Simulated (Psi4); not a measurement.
# [HSO3]− (SMILES O=[SH](=O)[O-]): B2PLYP/aug-cc-pVDZ (density fitting, density fitting for correlation, sweep point 8)

What is the vertical ionisation energy of [HSO3]− at B2PLYP/aug-cc-pVDZ (density fitting, density fitting for correlation, sweep point 8)? 

The results are computed with Psi4 1.11.

4 further runs of the same task are left out: 4 set aside as unsound or not needed.

## (1) Starting point

[HSO3]− has 5 atoms, charge -1, and is taken as a singlet. SMILES: `O=[SH](=O)[O-]`. The shape is that of a GFN2-xTB optimisation.

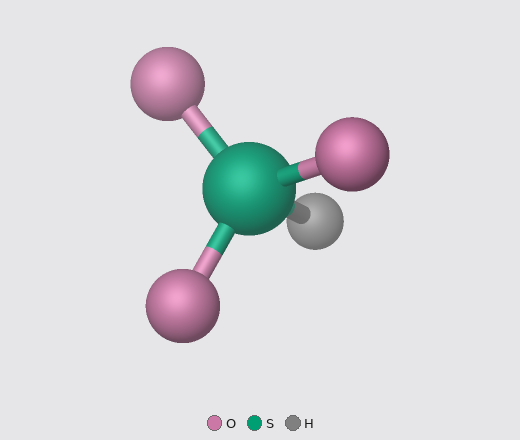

The structure, seen from a chosen angle (oxygen pink, sulfur teal, hydrogen grey).

## (2) The energy at B2PLYP/aug-cc-pVDZ (density fitting, density fitting for correlation, sweep point 8)

File run.py:

```python
import psi4

psi4.set_memory('1600 MB')
psi4.set_num_threads(1)
psi4.set_output_file('psi4.out', False)

m = psi4.geometry("""
-1 1
O     -0.58976463    -0.48679345     2.69098890
S     -0.11393159    -0.13624925     0.00243775
O      1.32086187    -2.15360748    -1.20186582
O     -2.25021028     0.81014449    -1.45110179
H      1.63302573     1.96650570    -0.04045904
units bohr
symmetry c1
""")

psi4.set_options({
    'basis': 'aug-cc-pVDZ',
    'reference': 'rks',
    'puream': True,
    'scf_type': 'df',
    'num_frozen_docc': 8,
    'dft_radial_points': 250,
    'dft_spherical_points': 1202,
})

e_tot, wfn = psi4.energy('B2PLYP', return_wfn=True)
print('E =', round(e_tot, 9))
```

The run is started by

```bash
$ python run.py
```

psi4.out:

```text
[...]
  Running in c1 symmetry.
[...]
  Nuclear repulsion =  192.274096758542356
[...]
  Multiplicity = 1
[...]
  Nalpha       = 21
  Nbeta        = 21
[...]
    Number of basis functions: 105
[...]
   @DF-RKS iter   1:  -623.59914278092845    3.82377e-01   8.93253e-03 ADIIS/DIIS
[...]
   @DF-RKS iter   9:  -623.93607283874485   -1.46214e-08   1.20044e-07 DIIS
[...]
    Orbital Energies [Eh]
    ---------------------
    Doubly Occupied:
       1A    -90.221118     2A    -19.527212     3A    -19.527038
       4A    -19.527029     5A     -8.380661     6A     -6.228641
       7A     -6.228635     8A     -6.227692     9A     -1.085978
      10A     -0.941767    11A     -0.941375    12A     -0.518897
      13A     -0.405185    14A     -0.351941    15A     -0.351906
      16A     -0.226571    17A     -0.226528    18A     -0.190750
      19A     -0.190524    20A     -0.164495    21A     -0.143255
[...]
  @DF-RKS Final Energy:  -623.93607283874485
   => Energetics <=
    Nuclear Repulsion Energy =            192.2740967585423562
    One-Electron Energy =               -1251.3407818387834141
    Two-Electron Energy =                 460.0734786214353562
    DFT Exchange-Correlation Energy =     -24.9428663799391366
    Empirical Dispersion Energy =           0.0000000000000000
    VV10 Nonlocal Energy =                  0.0000000000000000
    Total Energy =                       -623.9360728387448489
[...]
 Multipole Moments:
 ------------------------------------------------------------------------------------
     Multipole            Electronic (a.u.)      Nuclear  (a.u.)        Total (a.u.)
 ------------------------------------------------------------------------------------
 L = 1.  Multiply by 2.5417464519 to convert [e a0] to [Debye]
 Dipole X            :         -0.5708869            0.9727971            0.4019102
 Dipole Y            :         -0.6840075            1.1713635            0.4873560
 Dipole Z            :          0.0128746           -0.0240666           -0.0111920
 Magnitude           :                                                    0.6318013
[...]
```

Standard output:

```text
E = -624.19190424
```

It took 45 s on 1 thread of Intel Xeon Platinum 8559C (Emerald Rapids), shared host; peak memory 1.4 GiB.

## (3) Doublet neutral HSO3 at the same level

File calc.py:

```python
import psi4

psi4.set_memory(1600000000)
psi4.set_num_threads(1)
psi4.core.set_output_file('run.log', False)

molecule = psi4.geometry("""
0 2
O     -0.58976463    -0.48679345     2.69098890
S     -0.11393159    -0.13624925     0.00243775
O      1.32086187    -2.15360748    -1.20186582
O     -2.25021028     0.81014449    -1.45110179
H      1.63302573     1.96650570    -0.04045904
units au
symmetry c1
""")

psi4.set_options({
    'reference': 'uks',
    'puream': True,
    'scf_type': 'df',
    'num_frozen_docc': 8,
    'dft_radial_points': 250,
    'dft_spherical_points': 1202,
    'maxiter': 150,
})

energy_value = psi4.energy("b2plyp/aug-cc-pVDZ")
print(f'b2plyp/aug-cc-pVDZ energy: {energy_value:.10f} Eh')
for k, v in sorted(psi4.core.scalar_variables().items()):
    print(f'{k:45s} {v:18.10f}')
```

The run is started by

```bash
$ python calc.py
```

run.log:

```text
[...]
  Running in c1 symmetry.
[...]
  Nuclear repulsion =  192.274096758542356
[...]
  Multiplicity = 2
[...]
  Nalpha       = 21
  Nbeta        = 20
[...]
    Number of basis functions: 105
[...]
   @DF-UKS iter   1:  -623.44199456858951    5.39525e-01   8.05035e-03 ADIIS/DIIS
[...]
   @DF-UKS iter  18:  -623.73170369043396    5.86139e-07   9.29505e-07 DIIS
[...]
   @S^2 Observed:                7.735928003E-01
[...]
    Orbital Energies [Eh]
    ---------------------
    Alpha Occupied:
       1A    -90.486093     2A    -19.816330     3A    -19.815482
       4A    -19.815350     5A     -8.650622     6A     -6.497694
       7A     -6.497663     8A     -6.497648     9A     -1.367350
      10A     -1.226083    11A     -1.225222    12A     -0.817040
      13A     -0.684460    14A     -0.622393    15A     -0.622144
      16A     -0.503608    17A     -0.503400    18A     -0.475645
      19A     -0.469003    20A     -0.468487    21A     -0.414721
    Alpha Virtual:
      22A     -0.018920    23A      0.038554    24A      0.050967
      25A      0.050983    26A      0.073315    27A      0.123463
[...]
  @DF-UKS Final Energy:  -623.73170369043396
   => Energetics <=
    Nuclear Repulsion Energy =            192.2740967585423562
    One-Electron Energy =               -1240.1337670939269628
    Two-Electron Energy =                 448.9007276786800276
    DFT Exchange-Correlation Energy =     -24.7727610337293349
    Empirical Dispersion Energy =           0.0000000000000000
    VV10 Nonlocal Energy =                  0.0000000000000000
    Total Energy =                       -623.7317036904339602
[...]
 Multipole Moments:
 ------------------------------------------------------------------------------------
     Multipole            Electronic (a.u.)      Nuclear  (a.u.)        Total (a.u.)
 ------------------------------------------------------------------------------------
 L = 1.  Multiply by 2.5417464519 to convert [e a0] to [Debye]
 Dipole X            :         -0.2921511            0.9727971            0.6806460
 Dipole Y            :         -0.3437960            1.1713635            0.8275675
 Dipole Z            :          0.0046148           -0.0240666           -0.0194517
 Magnitude           :                                                    1.0716927
[...]
```

Standard output:

```text
b2plyp/aug-cc-pVDZ energy: -623.9920535001 Eh
B2PLYP DOUBLE-HYBRID CORRECTION ENERGY             -0.2603498097
B2PLYP TOTAL ENERGY                              -623.9920535001
CURRENT ENERGY                                   -623.9920535001
CURRENT REFERENCE ENERGY                         -623.7317036904
DD SOLVATION ENERGY                                 0.0000000000
DFT FUNCTIONAL TOTAL ENERGY                      -623.7317036904
DFT TOTAL ENERGY                                 -623.9920535001
DFT VV10 ENERGY                                     0.0000000000
DFT XC ENERGY                                     -24.7727610337
DOUBLE-HYBRID CORRECTION ENERGY                    -0.2603498097
GRID ELECTRONS ALPHA                               20.9999999963
GRID ELECTRONS BETA                                19.9999999971
GRID ELECTRONS TOTAL                               40.9999999934
NUCLEAR REPULSION ENERGY                          192.2740967585
ONE-ELECTRON ENERGY                             -1240.1337670939
PCM POLARIZATION ENERGY                             0.0000000000
PE ENERGY                                           0.0000000000
SCF ITERATION ENERGY                             -623.7317036904
SCF ITERATIONS                                     18.0000000000
SCF TOTAL ENERGY                                 -623.7317036904
TWO-ELECTRON ENERGY                               448.9007276787
XC GRID RADIAL POINTS                             250.0000000000
XC GRID SPHERICAL POINTS                         1202.0000000000
XC GRID TOTAL POINTS                          1440754.0000000000
```

It took 2 min on 1 thread of Intel Xeon Platinum 8559C (Emerald Rapids), shared host; peak memory 1.4 GiB.

## (4) What came out

At B2PLYP/aug-cc-pVDZ (density fitting, density fitting for correlation, sweep point 8), 8 core orbitals frozen:

```
                                                                      quantity          value
                                                 singlet [HSO3]−: total energy  -624.19190 Eh
                            singlet [HSO3]−: HOMO energy (SCF part's orbitals)       -3.90 eV
                            singlet [HSO3]−: LUMO energy (SCF part's orbitals)        3.77 eV
        singlet [HSO3]−: HOMO–LUMO gap (to an unbound level, set by the basis)        7.67 eV
                                            doublet neutral HSO3: total energy  -623.99205 Eh
doublet neutral HSO3: HOMO energy (SCF part's orbitals) (highest over α and β)      -11.03 eV
 doublet neutral HSO3: LUMO energy (SCF part's orbitals) (lowest over α and β)       -6.67 eV
                                                    doublet neutral HSO3: ⟨S²⟩          0.774
                           vertical detachment energy (to the doublet neutral)       5.438 eV
```

**Reading.** Removing an electron at fixed nuclei costs 5.44 eV (525 kJ/mol). The negative HOMO energy of the first species, 3.90 eV, lies 1.54 eV below that difference.
